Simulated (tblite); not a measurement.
## Run report: C$_{5}$H$_{11}$F$_{3}$GaN, geometry relaxation (part 2 of 2)

The same run, continued: C$_{5}$H$_{11}$F$_{3}$GaN, SMILES C[N+](C)(C)[GaH2-][C](F)=C(F)F; GFN2-xTB geometry optimisation, gas phase (tblite 0.8.0). It belongs to a series of runs on one base structure; here: H on Ga replaced by CF=CF2.

Geometry of the input (Å):
```
C  -1.0381  -1.1615  -0.7712
N  -0.9003  0.0963  -0.0619
C  -1.4521  -0.0910  1.2618
C  -1.7629  1.0454  -0.7772
Ga 0.8551  0.7860  -0.0870
C  2.2700  -0.5716  0.1522
F  1.9808  -1.8894  0.0457
C  3.5476  -0.2377  0.4331
F  4.4701  -1.2564  0.5880
F  3.9507  1.0455  0.5624
H  -2.0997  -1.2162  -1.1267
H  -0.4045  -1.1713  -1.6705
H  -0.8473  -2.0115  -0.0642
H  -2.4453  -0.5854  1.1626
H  -1.6149  0.8600  1.8123
H  -0.8168  -0.8046  1.8032
H  -2.8245  0.8271  -0.4998
H  -1.6053  0.8577  -1.8533
H  -1.5030  2.0575  -0.4697
H  1.1423  1.5242  -1.5063
H  1.0892  1.9137  1.0661
```

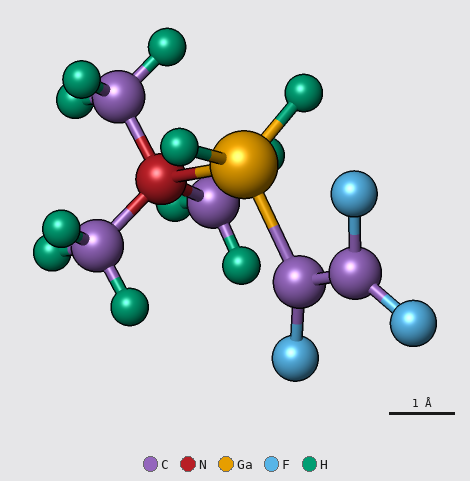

**Figure 1.** The geometry at step 95 of the log (ball-and-stick view, seen at a tilt).

**Trajectory as extended XYZ, continued**
```
21
Properties=species:S:1:pos:R:3:forces:R:3 step=62 energy=-942.16591
C    -1.0012   -1.1308   -0.8840   -0.0020  -0.0190   0.0110
N    -0.9400    0.1065   -0.1098    0.0280  -0.0140  -0.0200
C    -1.3984   -0.1264    1.2572    0.0020   0.0070  -0.0470
C    -1.7659    1.1280   -0.7464    0.0030  -0.0270   0.0150
Ga    1.0494    0.8364   -0.0551   -0.0330   0.1070   0.0900
C     2.1006   -0.8175    0.4099    0.0200  -0.0300  -0.0130
F     1.8721   -2.1320    0.6687    0.0010  -0.0460   0.0390
C     3.3417   -0.3675    0.3787   -0.0080   0.0090  -0.0300
F     4.5388   -0.9028    0.5525    0.0010  -0.0270   0.0220
F     3.4636    0.9687    0.0954   -0.0040   0.0340   0.0240
H    -2.0300   -1.4922   -0.9780   -0.0270   0.0070   0.0040
H    -0.5915   -0.9641   -1.8842    0.0100   0.0780   0.0550
H    -0.4002   -1.8975   -0.3958   -0.0010  -0.0120   0.0300
H    -2.4229   -0.5117    1.2699    0.0080  -0.0350   0.0280
H    -1.3635    0.8145    1.8111    0.0170  -0.0120  -0.0170
H    -0.7309   -0.8372    1.7513   -0.0300  -0.0020  -0.0590
H    -2.8187    0.8283   -0.7715   -0.0070   0.0220  -0.0030
H    -1.4104    1.2915   -1.7667   -0.0190   0.0020   0.0450
H    -1.6655    2.0659   -0.1936    0.0050  -0.0230  -0.0190
H     1.2158    1.2952   -1.5083    0.0200   0.0130  -0.0650
H     0.9480    1.8618    1.0983    0.0150  -0.0340  -0.0900
21
Properties=species:S:1:pos:R:3:forces:R:3 step=67 energy=-942.17279
C    -0.9885   -1.1201   -0.8989   -0.0030   0.0230  -0.0090
N    -0.9352    0.1018   -0.1014   -0.0570  -0.0020   0.0080
C    -1.3979   -0.1590    1.2570    0.0110  -0.0200   0.0210
C    -1.7612    1.1332   -0.7188   -0.0140   0.0250  -0.0060
Ga    1.0421    0.8547   -0.0726    0.0490  -0.0530  -0.1070
C     2.0823   -0.7953    0.4530    0.0000  -0.0060  -0.0020
F     1.8342   -2.0968    0.7668    0.0260   0.0370   0.0190
C     3.3305   -0.3692    0.3821   -0.0350   0.0000   0.0230
F     4.5176   -0.9221    0.5695    0.0090  -0.0020  -0.0030
F     3.4724    0.9555    0.0534   -0.0240  -0.0180   0.0250
H    -2.0150   -1.4890   -0.9994    0.0170   0.0020   0.0240
H    -0.5861   -0.9132   -1.8934    0.0240   0.0110   0.0060
H    -0.3714   -1.8884   -0.4318   -0.0440   0.0020   0.0040
H    -2.4252   -0.5393    1.2665    0.0130   0.0200  -0.0100
H    -1.3483    0.7646    1.8382   -0.0010  -0.0010  -0.0230
H    -0.7421   -0.8923    1.7286    0.0300  -0.0330  -0.0120
H    -2.8161    0.8419   -0.7572    0.0140  -0.0130   0.0070
H    -1.3973    1.3206   -1.7303   -0.0210  -0.0050  -0.0320
H    -1.6603    2.0611   -0.1510   -0.0070  -0.0020   0.0280
H     1.2101    1.2194   -1.5602    0.0080   0.0120   0.0120
H     0.9464    1.9486    0.9994    0.0050   0.0220   0.0270
21
Properties=species:S:1:pos:R:3:forces:R:3 step=73 energy=-942.17562
C    -0.9859   -1.1075   -0.9099   -0.0100  -0.0120  -0.0020
N    -0.9357    0.1039   -0.0995    0.0370   0.0170  -0.0160
C    -1.3930   -0.1772    1.2563    0.0090   0.0050  -0.0180
C    -1.7632    1.1394   -0.7072   -0.0090   0.0010   0.0080
Ga    1.0464    0.8554   -0.0922    0.0140  -0.0320   0.0070
C     2.0737   -0.7867    0.4846   -0.0090   0.0130   0.0040
F     1.8238   -2.0750    0.8450    0.0100   0.0160  -0.0010
C     3.3227   -0.3695    0.3887    0.0210  -0.0110   0.0140
F     4.5098   -0.9262    0.5726   -0.0190   0.0230   0.0090
F     3.4681    0.9456    0.0231   -0.0070  -0.0260   0.0160
H    -2.0091   -1.4845   -0.9993   -0.0260  -0.0030  -0.0220
H    -0.5933   -0.8848   -1.9046    0.0130  -0.0090  -0.0100
H    -0.3626   -1.8783   -0.4566    0.0010  -0.0030   0.0110
H    -2.4234   -0.5484    1.2595    0.0050   0.0060   0.0130
H    -1.3365    0.7382    1.8491    0.0130  -0.0140   0.0050
H    -0.7402   -0.9257    1.7091    0.0050   0.0080  -0.0040
H    -2.8140    0.8388   -0.7562   -0.0280  -0.0030   0.0050
H    -1.3956    1.3417   -1.7156   -0.0180   0.0060   0.0040
H    -1.6722    2.0573   -0.1228   -0.0090   0.0150   0.0110
H     1.2181    1.1849   -1.5843    0.0020   0.0130  -0.0200
H     0.9533    1.9756    0.9597    0.0060  -0.0110  -0.0130
21
Properties=species:S:1:pos:R:3:forces:R:3 step=78 energy=-942.17780
C    -0.9859   -1.1003   -0.9221    0.0030   0.0100  -0.0090
N    -0.9339    0.1065   -0.1031   -0.0260  -0.0050  -0.0070
C    -1.3839   -0.1916    1.2519    0.0160  -0.0020   0.0040
C    -1.7715    1.1452   -0.6919   -0.0120   0.0070  -0.0130
Ga    1.0528    0.8490   -0.1168   -0.0210   0.0360  -0.0020
C     2.0678   -0.7770    0.5143    0.0090  -0.0130  -0.0060
F     1.8115   -2.0541    0.9047   -0.0140  -0.0310   0.0010
C     3.3193   -0.3712    0.4052   -0.0090   0.0110  -0.0130
F     4.5050   -0.9276    0.5888    0.0120  -0.0100   0.0410
F     3.4678    0.9342    0.0117    0.0180   0.0320  -0.0150
H    -2.0101   -1.4760   -1.0196    0.0160   0.0150  -0.0070
H    -0.5862   -0.8722   -1.9135   -0.0060  -0.0130   0.0000
H    -0.3636   -1.8726   -0.4681   -0.0200  -0.0040  -0.0120
H    -2.4172   -0.5551    1.2577    0.0150   0.0070   0.0040
H    -1.3159    0.7105    1.8629    0.0150   0.0150  -0.0140
H    -0.7339   -0.9518    1.6874    0.0120  -0.0110   0.0050
H    -2.8217    0.8398   -0.7423   -0.0020  -0.0070   0.0230
H    -1.4117    1.3635   -1.6993    0.0000   0.0080  -0.0110
H    -1.6840    2.0569   -0.0966   -0.0070  -0.0120   0.0070
H     1.2234    1.1639   -1.6159    0.0000  -0.0310   0.0150
H     0.9629    1.9971    0.9040    0.0000  -0.0030   0.0090
21
Properties=species:S:1:pos:R:3:forces:R:3 step=84 energy=-942.18049
C    -0.9874   -1.0986   -0.9282   -0.0060  -0.0170  -0.0060
N    -0.9347    0.1091   -0.1115    0.0090  -0.0140   0.0040
C    -1.3650   -0.1908    1.2504   -0.0020   0.0150  -0.0090
C    -1.7846    1.1463   -0.6874    0.0080  -0.0160   0.0240
Ga    1.0512    0.8491   -0.1349    0.0140  -0.0340   0.0110
C     2.0634   -0.7830    0.4997   -0.0220   0.0110  -0.0240
F     1.8046   -2.0652    0.8786    0.0210   0.0450  -0.0150
C     3.3140   -0.3672    0.4185    0.0020  -0.0100   0.0350
F     4.4972   -0.9181    0.6379   -0.0030   0.0160   0.0100
F     3.4653    0.9427    0.0361   -0.0030  -0.0370  -0.0100
H    -2.0135   -1.4581   -1.0505   -0.0290   0.0100  -0.0060
H    -0.5571   -0.8887   -1.9104   -0.0090   0.0300  -0.0140
H    -0.3934   -1.8800   -0.4543    0.0110  -0.0170  -0.0050
H    -2.4001   -0.5486    1.2693    0.0150  -0.0020   0.0120
H    -1.2857    0.7132    1.8581    0.0160  -0.0070  -0.0030
H    -0.7131   -0.9551    1.6788   -0.0060   0.0330  -0.0230
H    -2.8358    0.8400   -0.7093    0.0120  -0.0080  -0.0220
H    -1.4442    1.3668   -1.7020   -0.0210  -0.0160   0.0200
H    -1.6867    2.0559   -0.0907    0.0030   0.0100  -0.0060
H     1.2296    1.1528   -1.6336   -0.0030  -0.0140  -0.0010
H     0.9669    1.9945    0.8850   -0.0070   0.0220   0.0260
21
Properties=species:S:1:pos:R:3:forces:R:3 step=89 energy=-942.18274
C    -0.9943   -1.0911   -0.9473   -0.0090   0.0050  -0.0040
N    -0.9338    0.1102   -0.1210    0.0000   0.0050  -0.0030
C    -1.3466   -0.1975    1.2431    0.0140  -0.0060   0.0090
C    -1.7971    1.1476   -0.6743   -0.0030   0.0050  -0.0180
Ga    1.0543    0.8441   -0.1448    0.0020   0.0150  -0.0040
C     2.0599   -0.7787    0.5138    0.0340  -0.0020   0.0150
F     1.7974   -2.0463    0.9336   -0.0020   0.0080  -0.0060
C     3.3122   -0.3660    0.4388   -0.0020   0.0120  -0.0120
F     4.4951   -0.9066    0.6823   -0.0130  -0.0140   0.0210
F     3.4692    0.9280    0.0084   -0.0120  -0.0040   0.0080
H    -2.0241   -1.4407   -1.0705   -0.0080  -0.0050  -0.0020
H    -0.5653   -0.8726   -1.9290   -0.0150   0.0120   0.0090
H    -0.4036   -1.8805   -0.4801   -0.0020   0.0100  -0.0270
H    -2.3832   -0.5485    1.2774    0.0020   0.0080   0.0090
H    -1.2457    0.6997    1.8573   -0.0050   0.0030   0.0070
H    -0.6937   -0.9697    1.6512    0.0170  -0.0130   0.0200
H    -2.8440    0.8277   -0.6991   -0.0070  -0.0020   0.0080
H    -1.4705    1.3880   -1.6879    0.0220  -0.0090  -0.0080
H    -1.7080    2.0503   -0.0654    0.0060  -0.0150  -0.0080
H     1.2381    1.1124   -1.6498   -0.0130   0.0100   0.0050
H     0.9748    2.0071    0.8629   -0.0050  -0.0220  -0.0210
21
Properties=species:S:1:pos:R:3:forces:R:3 step=95 energy=-942.18377
C    -1.0011   -1.0839   -0.9609    0.0100  -0.0080  -0.0040
N    -0.9330    0.1087   -0.1234   -0.0120  -0.0040  -0.0070
C    -1.3344   -0.2065    1.2430   -0.0010   0.0030  -0.0050
C    -1.8010    1.1468   -0.6674   -0.0020   0.0130   0.0020
Ga    1.0568    0.8407   -0.1539   -0.0260   0.0100  -0.0230
C     2.0594   -0.7693    0.5323   -0.0090  -0.0060  -0.0090
F     1.7902   -2.0264    0.9756   -0.0080  -0.0290   0.0120
C     3.3131   -0.3647    0.4479   -0.0060  -0.0020   0.0150
F     4.4898   -0.9087    0.7114    0.0120   0.0100   0.0010
F     3.4740    0.9186   -0.0096    0.0200   0.0110   0.0090
H    -2.0315   -1.4351   -1.0807    0.0180   0.0100   0.0080
H    -0.5785   -0.8515   -1.9420   -0.0290   0.0020  -0.0080
H    -0.4031   -1.8765   -0.5104    0.0020  -0.0150  -0.0020
H    -2.3735   -0.5491    1.2840    0.0060  -0.0150   0.0110
H    -1.2258    0.6873    1.8612    0.0100   0.0030   0.0050
H    -0.6814   -0.9840    1.6419   -0.0050   0.0000   0.0030
H    -2.8472    0.8230   -0.6929    0.0130   0.0010  -0.0060
H    -1.4732    1.3982   -1.6784    0.0020  -0.0150   0.0020
H    -1.7155    2.0429   -0.0500    0.0050   0.0190   0.0040
H     1.2323    1.0894   -1.6620    0.0000   0.0110  -0.0110
H     0.9746    2.0169    0.8341   -0.0010   0.0010   0.0020
21
Properties=species:S:1:pos:R:3:forces:R:3 step=101 energy=-942.18486
C    -1.0066   -1.0833   -0.9661   -0.0080  -0.0020   0.0030
N    -0.9337    0.1067   -0.1250    0.0010  -0.0050   0.0010
C    -1.3218   -0.2051    1.2463    0.0010  -0.0020  -0.0030
C    -1.8023    1.1459   -0.6667    0.0040  -0.0060   0.0030
Ga    1.0534    0.8367   -0.1670    0.0060  -0.0030   0.0030
C     2.0563   -0.7763    0.5220   -0.0110   0.0010  -0.0080
F     1.7870   -2.0351    0.9634    0.0000   0.0060  -0.0040
C     3.3086   -0.3627    0.4614    0.0020   0.0020   0.0100
F     4.4852   -0.8969    0.7452    0.0030  -0.0040   0.0050
F     3.4710    0.9213    0.0059   -0.0020   0.0070   0.0010
H    -2.0378   -1.4302   -1.0850   -0.0120  -0.0050   0.0160
H    -0.5909   -0.8440   -1.9484   -0.0070  -0.0150  -0.0050
H    -0.4103   -1.8818   -0.5234    0.0100   0.0070  -0.0010
H    -2.3597   -0.5491    1.3030    0.0040  -0.0010  -0.0090
H    -1.2042    0.6910    1.8602   -0.0020  -0.0050  -0.0040
H    -0.6646   -0.9807    1.6428    0.0000  -0.0010  -0.0140
H    -2.8487    0.8236   -0.6881    0.0000   0.0050   0.0080
H    -1.4779    1.3879   -1.6809    0.0000   0.0120   0.0010
H    -1.7117    2.0455   -0.0543    0.0060   0.0010  -0.0040
H     1.2297    1.0967   -1.6737    0.0020   0.0000  -0.0010
H     0.9699    2.0070    0.8279    0.0030   0.0070   0.0010
21
Properties=species:S:1:pos:R:3:forces:R:3 step=106 energy=-942.18552
C    -1.0137   -1.0835   -0.9693    0.0100  -0.0110  -0.0110
N    -0.9320    0.1052   -0.1278    0.0050   0.0060  -0.0190
C    -1.3135   -0.2099    1.2441    0.0010   0.0010  -0.0120
C    -1.8006    1.1468   -0.6636   -0.0010   0.0180  -0.0060
Ga    1.0539    0.8367   -0.1760    0.0040   0.0060  -0.0020
C     2.0528   -0.7757    0.5173    0.0290   0.0130   0.0290
F     1.7789   -2.0305    0.9668    0.0010  -0.0030  -0.0120
C     3.3053   -0.3588    0.4768   -0.0050  -0.0050  -0.0390
F     4.4808   -0.8923    0.7684   -0.0200   0.0080   0.0190
F     3.4711    0.9223    0.0123   -0.0040  -0.0090   0.0100
H    -2.0468   -1.4313   -1.0737    0.0190  -0.0140   0.0160
H    -0.6100   -0.8458   -1.9571   -0.0220   0.0070  -0.0070
H    -0.4056   -1.8788   -0.5368   -0.0170  -0.0090   0.0130
H    -2.3510   -0.5534    1.3052   -0.0060  -0.0050  -0.0100
H    -1.1930    0.6843    1.8595    0.0060   0.0010   0.0080
H    -0.6546   -0.9878    1.6320    0.0010  -0.0030   0.0080
H    -2.8478    0.8264   -0.6788    0.0050   0.0130  -0.0040
H    -1.4791    1.3917   -1.6784   -0.0150  -0.0070   0.0010
H    -1.7046    2.0469   -0.0528    0.0030  -0.0060   0.0150
H     1.2294    1.0935   -1.6837    0.0040  -0.0020   0.0040
H     0.9709    2.0111    0.8150    0.0020   0.0010   0.0000
21
Properties=species:S:1:pos:R:3:forces:R:3 step=112 energy=-942.18686
C    -1.0275   -1.0849   -0.9804   -0.0060  -0.0030   0.0030
N    -0.9278    0.1034   -0.1398   -0.0040  -0.0050  -0.0010
C    -1.2937   -0.2196    1.2349    0.0010   0.0040   0.0020
C    -1.7982    1.1529   -0.6580   -0.0040  -0.0070   0.0020
Ga    1.0570    0.8365   -0.1920   -0.0030  -0.0020  -0.0050
C     2.0482   -0.7709    0.5235   -0.0020   0.0080  -0.0040
F     1.7677   -2.0214    0.9804    0.0020  -0.0100   0.0000
C     3.3005   -0.3542    0.4956   -0.0130   0.0000   0.0110
F     4.4686   -0.8793    0.8264    0.0150  -0.0050  -0.0030
F     3.4720    0.9214    0.0206    0.0080   0.0130  -0.0040
H    -2.0597   -1.4439   -1.0430   -0.0060  -0.0040  -0.0040
H    -0.6665   -0.8447   -1.9834   -0.0010   0.0060   0.0060
H    -0.4001   -1.8757   -0.5673    0.0080   0.0040  -0.0060
H    -2.3313   -0.5620    1.3058    0.0000   0.0060  -0.0090
H    -1.1628    0.6691    1.8562    0.0010   0.0040   0.0030
H    -0.6327   -1.0023    1.6097   -0.0040  -0.0010   0.0050
H    -2.8466    0.8372   -0.6647   -0.0060   0.0050   0.0000
H    -1.4880    1.4041   -1.6745   -0.0040   0.0000   0.0020
H    -1.6920    2.0466   -0.0394    0.0060  -0.0060   0.0030
H     1.2309    1.0853   -1.7008    0.0140  -0.0050   0.0000
H     0.9733    2.0191    0.7895   -0.0020  -0.0030   0.0000
21
Properties=species:S:1:pos:R:3:forces:R:3 step=117 energy=-942.18704
C    -1.0297   -1.0861   -0.9807    0.0030   0.0020  -0.0010
N    -0.9279    0.1023   -0.1412   -0.0010   0.0010   0.0050
C    -1.2915   -0.2191    1.2344   -0.0050  -0.0020   0.0020
C    -1.7982    1.1525   -0.6572    0.0000   0.0020   0.0010
Ga    1.0562    0.8356   -0.1948    0.0030  -0.0020   0.0030
C     2.0467   -0.7709    0.5232    0.0100  -0.0040   0.0010
F     1.7681   -2.0232    0.9778    0.0040   0.0090  -0.0030
C     3.2985   -0.3521    0.4993    0.0070   0.0030  -0.0020
F     4.4670   -0.8769    0.8309   -0.0020   0.0010  -0.0020
F     3.4712    0.9235    0.0232   -0.0050  -0.0060   0.0080
H    -2.0614   -1.4478   -1.0392    0.0010  -0.0030   0.0010
H    -0.6737   -0.8433   -1.9846   -0.0020   0.0000  -0.0080
H    -0.3967   -1.8744   -0.5715    0.0000  -0.0030  -0.0040
H    -2.3294   -0.5601    1.3035   -0.0050   0.0040   0.0100
H    -1.1593    0.6696    1.8559   -0.0010  -0.0030  -0.0060
H    -0.6316   -1.0028    1.6096   -0.0060   0.0030  -0.0010
H    -2.8476    0.8403   -0.6630   -0.0030  -0.0030   0.0070
H    -1.4897    1.4046   -1.6740    0.0000   0.0010  -0.0020
H    -1.6878    2.0446   -0.0372   -0.0020   0.0050  -0.0010
H     1.2358    1.0834   -1.7025    0.0080  -0.0040  -0.0050
H     0.9720    2.0171    0.7876   -0.0030   0.0000  -0.0010
21
Properties=species:S:1:pos:R:3:forces:R:3 step=123 energy=-942.18724
C    -1.0326   -1.0854   -0.9844   -0.0010  -0.0020  -0.0050
N    -0.9297    0.1013   -0.1421    0.0040   0.0030  -0.0080
C    -1.2923   -0.2214    1.2334    0.0010   0.0010  -0.0040
C    -1.8006    1.1532   -0.6544    0.0000   0.0050  -0.0010
Ga    1.0584    0.8342   -0.1984    0.0000  -0.0050   0.0000
C     2.0498   -0.7681    0.5277    0.0030   0.0010   0.0020
F     1.7689   -2.0182    0.9860    0.0020  -0.0090   0.0010
C     3.3020   -0.3507    0.5036    0.0020  -0.0020  -0.0050
F     4.4703   -0.8760    0.8357   -0.0070   0.0060  -0.0010
F     3.4748    0.9235    0.0246    0.0030   0.0020   0.0040
H    -2.0631   -1.4518   -1.0370    0.0010   0.0030   0.0020
H    -0.6849   -0.8390   -1.9906   -0.0010   0.0010   0.0030
H    -0.3940   -1.8731   -0.5824    0.0010   0.0050   0.0000
H    -2.3316   -0.5575    1.3058   -0.0040   0.0000  -0.0010
H    -1.1552    0.6661    1.8551    0.0020   0.0070   0.0040
H    -0.6348   -1.0075    1.6063    0.0000  -0.0090   0.0020
H    -2.8505    0.8420   -0.6573    0.0050  -0.0030   0.0010
H    -1.4945    1.4077   -1.6715   -0.0020  -0.0040   0.0020
H    -1.6881    2.0443   -0.0330   -0.0010   0.0000  -0.0010
H     1.2474    1.0741   -1.7072   -0.0050  -0.0040   0.0070
H     0.9712    2.0194    0.7796   -0.0030   0.0010  -0.0040
```

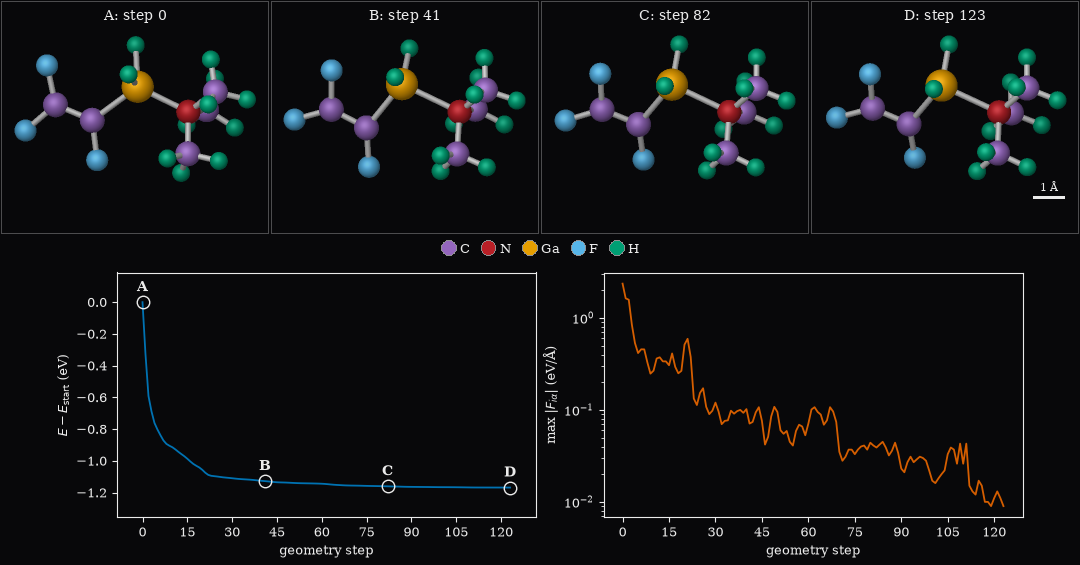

**Figure 2.** Frames of the relaxation (ball-and-stick view, seen at a tilt) above the curves, on which the letters mark them (steps are counted from 0).

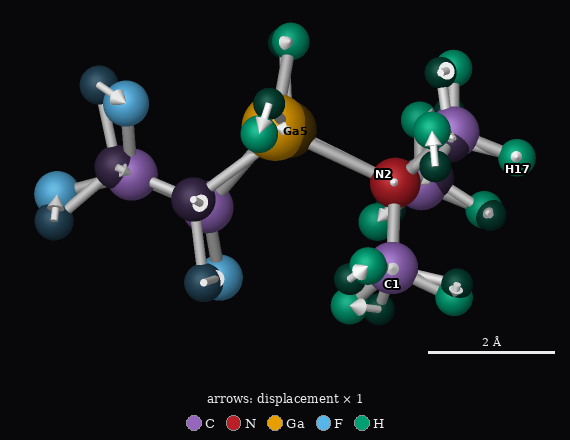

**Figure 3.** Start (faint) and end (solid) with the displacements as white arrows, at true length (ball-and-stick view, seen at a tilt). The two geometries are laid on each other by the best rigid fit. The energy falls by 1.168 eV in 123 geometry steps. The largest force component goes from 2.4 to 0.009 eV/Å. The atom that moves furthest after the best rigid fit is F7 (0.99 Å). By element the largest moves are F 0.99 Å, H 0.69 Å, C 0.48 Å, Ga 0.24 Å, N 0.09 Å. Distances before and after: N2–Ga5 1.886 → 2.120 Å, Ga5–H20 1.625 → 1.539 Å, C8–F9 1.383 → 1.323 Å, Ga5–C6 1.975 → 2.019 Å. Among the angles that change: Ga5–C6–C8 122.2° → 102.0°, Ga5–C6–F7 120.4° → 138.5°, C6–C8–F9 118.2° → 135.0°. (Atoms are counted from 1 in the order of the input.)
